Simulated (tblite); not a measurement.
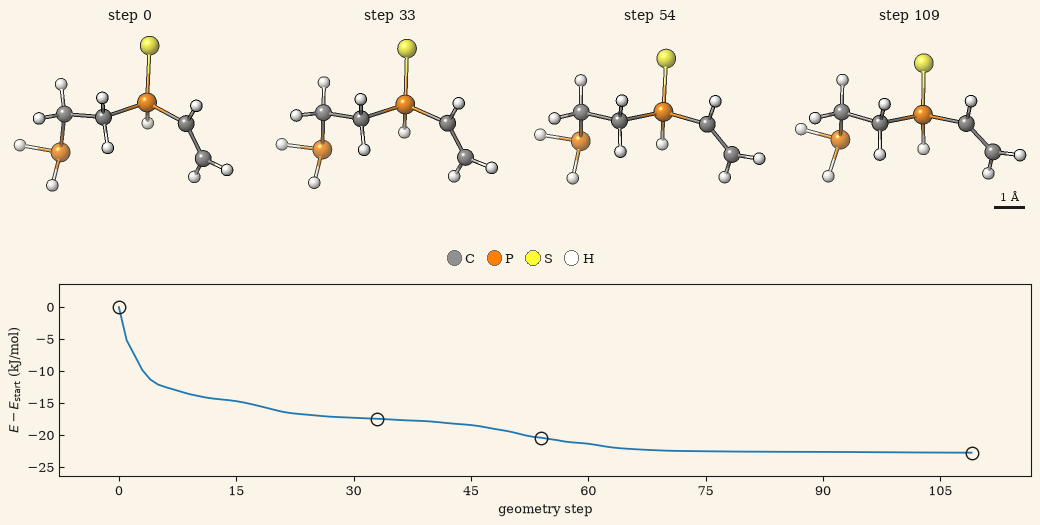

Frames of a relaxation of C$_{4}$H$_{10}$P$_{2}$S, marked on the history of the run. A ball-and-stick model, seen at a tilt.

The calculation used GFN2-xTB geometry optimisation, gas phase (tblite). 

What happens along the run?

Answer. An H atom moves most after the best rigid fit: 0.96 Å. By element the largest moves are H 0.96 Å, S 0.81 Å, P 0.45 Å, C 0.40 Å. Among the contacts that change: P–P 3.516 → 3.128 Å, H–P 1.418 → 1.392 Å, C–P 1.783 → 1.808 Å, C–P 1.825 → 1.845 Å. Among the angles between lasting bonds that change: S–P–H 107.8° → 117.8°, C–P–H 110.8° → 103.8°, C–P–H 106.1° → 100.8°. Groups turn about C–P by about 25°, C–P by about 20°. Over 109 geometry steps the energy falls by 22.7 kJ/mol. From step 0 to 33: an H atom moves most (0.41 Å), energy −17.4 kJ/mol. From step 33 to 54: the S atom moves most (0.46 Å), energy −2.96 kJ/mol. From step 54 to 109: the S atom moves most (0.26 Å), energy −2.33 kJ/mol.

| step | E − E(0), kJ/mol |
| --- | --- |
| 0 | 0.00 |
| 1 | -5.19 |
| 2 | -7.50 |
| 3 | -9.84 |
| 4 | -11.29 |
| 5 | -12.09 |
| 6 | -12.51 |
| 7 | -12.87 |
| 8 | -13.24 |
| 9 | -13.58 |
| 10 | -13.85 |
| 15 | -14.69 |
| 20 | -16.08 |
| 26 | -17.02 |
| 31 | -17.34 |
| 36 | -17.64 |
| 41 | -17.99 |
| 46 | -18.58 |
| 52 | -20.04 |
| 57 | -21.00 |
| 62 | -21.73 |
| 67 | -22.26 |
| 73 | -22.49 |
| 78 | -22.55 |
| 83 | -22.59 |
| 88 | -22.61 |
| 93 | -22.63 |
| 99 | -22.68 |
| 104 | -22.71 |
| 109 | -22.73 |
